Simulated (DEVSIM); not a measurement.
Device: TaN/Al2O3/n-Si capacitor, at 300 K.

| layer (left to right) | material | thickness (nm) | Nd (cm⁻³) |
|---|---|---|---|
| 1 | Al2O3 | 20.0 | - |
| 2 | Si | 3400 | 2.9e15 |

Metal gate on the left, work function 4.4 eV. Fixed charge at the semiconductor interface 2.5e11 cm⁻² (in units of +e); no interface traps.

Constants are typed, rounded textbook-type inputs, not results; the design itself was drawn at random and stands for no fabricated device. Values at 300 K.

```tsv
parameter	Al2O3	Si
gap (eV)	6.8	1.124
affinity (eV)	1.35	4.05
permittivity	9	11.7
Nc (cm⁻³)	-	2.86e19
Nv (cm⁻³)	-	3.1e19
```

DEVSIM, 1D Poisson equation in equilibrium, Boltzmann statistics, complete ionisation; no quantum confinement or tunnelling. Metal contacts follow the ideal Schottky-Mott rule: no Fermi-level pinning, no interface dipoles.

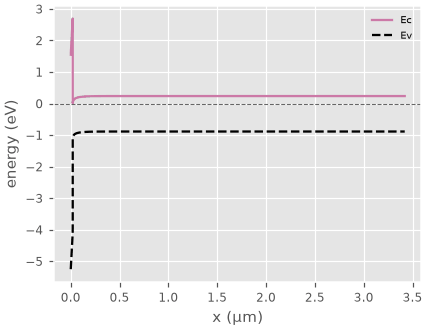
*Band edges at 1.5 V on the gate*

Energies count from the Fermi level of the right contact; mesh points crowd at the junctions.

```json
[
 {"x (μm)": "0.000", "Ec (eV)": "1.550", "Ev (eV)": "-5.250", "n (cm⁻³)": "< 1e2", "p (cm⁻³)": "< 1e2", "field (V/cm)": "580000"},
 {"x (μm)": "0.001465", "Ec (eV)": "1.634", "Ev (eV)": "-5.166", "n (cm⁻³)": "< 1e2", "p (cm⁻³)": "< 1e2", "field (V/cm)": "580000"},
 {"x (μm)": "0.004558", "Ec (eV)": "1.812", "Ev (eV)": "-4.988", "n (cm⁻³)": "< 1e2", "p (cm⁻³)": "< 1e2", "field (V/cm)": "580000"},
 {"x (μm)": "0.01097", "Ec (eV)": "2.181", "Ev (eV)": "-4.619", "n (cm⁻³)": "< 1e2", "p (cm⁻³)": "< 1e2", "field (V/cm)": "580000"},
 {"x (μm)": "0.01757", "Ec (eV)": "2.561", "Ev (eV)": "-4.239", "n (cm⁻³)": "< 1e2", "p (cm⁻³)": "< 1e2", "field (V/cm)": "580000"},
 {"x (μm)": "0.01954", "Ec (eV)": "2.675", "Ev (eV)": "-4.125", "n (cm⁻³)": "< 1e2", "p (cm⁻³)": "< 1e2", "field (V/cm)": "580000"},
 {"x (μm)": "0.02077", "Ec (eV)": "0.028", "Ev (eV)": "-1.096", "n (cm⁻³)": "9.7e18", "p (cm⁻³)": "< 1e2", "field (V/cm)": "280000"},
 {"x (μm)": "0.02474", "Ec (eV)": "0.087", "Ev (eV)": "-1.037", "n (cm⁻³)": "9.9e17", "p (cm⁻³)": "120", "field (V/cm)": "88000"},
 {"x (μm)": "0.03261", "Ec (eV)": "0.130", "Ev (eV)": "-0.994", "n (cm⁻³)": "1.8e17", "p (cm⁻³)": "630", "field (V/cm)": "37000"},
 {"x (μm)": "0.05095", "Ec (eV)": "0.172", "Ev (eV)": "-0.952", "n (cm⁻³)": "3.7e16", "p (cm⁻³)": "3200", "field (V/cm)": "15000"},
 {"x (μm)": "0.09374", "Ec (eV)": "0.208", "Ev (eV)": "-0.916", "n (cm⁻³)": "9.2e15", "p (cm⁻³)": "13000", "field (V/cm)": "4900"},
 {"x (μm)": "0.2558", "Ec (eV)": "0.235", "Ev (eV)": "-0.889", "n (cm⁻³)": "3.3e15", "p (cm⁻³)": "36000", "field (V/cm)": "400"},
 {"x (μm)": "0.5716", "Ec (eV)": "0.238", "Ev (eV)": "-0.886", "n (cm⁻³)": "2.9e15", "p (cm⁻³)": "40000", "field (V/cm)": "≈ 0"},
 {"x (μm)": "1.308", "Ec (eV)": "0.238", "Ev (eV)": "-0.886", "n (cm⁻³)": "2.9e15", "p (cm⁻³)": "40000", "field (V/cm)": "≈ 0"},
 {"x (μm)": "2.667", "Ec (eV)": "0.238", "Ev (eV)": "-0.886", "n (cm⁻³)": "2.9e15", "p (cm⁻³)": "40000", "field (V/cm)": "≈ 0"},
 {"x (μm)": "3.098", "Ec (eV)": "0.238", "Ev (eV)": "-0.886", "n (cm⁻³)": "2.9e15", "p (cm⁻³)": "40000", "field (V/cm)": "≈ 0"},
 {"x (μm)": "3.283", "Ec (eV)": "0.238", "Ev (eV)": "-0.886", "n (cm⁻³)": "2.9e15", "p (cm⁻³)": "40000", "field (V/cm)": "≈ 0"},
 {"x (μm)": "3.362", "Ec (eV)": "0.238", "Ev (eV)": "-0.886", "n (cm⁻³)": "2.9e15", "p (cm⁻³)": "40000", "field (V/cm)": "≈ 0"},
 {"x (μm)": "3.402", "Ec (eV)": "0.238", "Ev (eV)": "-0.886", "n (cm⁻³)": "2.9e15", "p (cm⁻³)": "40000", "field (V/cm)": "≈ 0"},
 {"x (μm)": "3.413", "Ec (eV)": "0.238", "Ev (eV)": "-0.886", "n (cm⁻³)": "2.9e15", "p (cm⁻³)": "40000", "field (V/cm)": "≈ 0"},
 {"x (μm)": "3.418", "Ec (eV)": "0.238", "Ev (eV)": "-0.886", "n (cm⁻³)": "2.9e15", "p (cm⁻³)": "40000", "field (V/cm)": "≈ 0"},
 {"x (μm)": "3.420", "Ec (eV)": "0.238", "Ev (eV)": "-0.886", "n (cm⁻³)": "2.9e15", "p (cm⁻³)": "40000", "field (V/cm)": "≈ 0"}
]
```
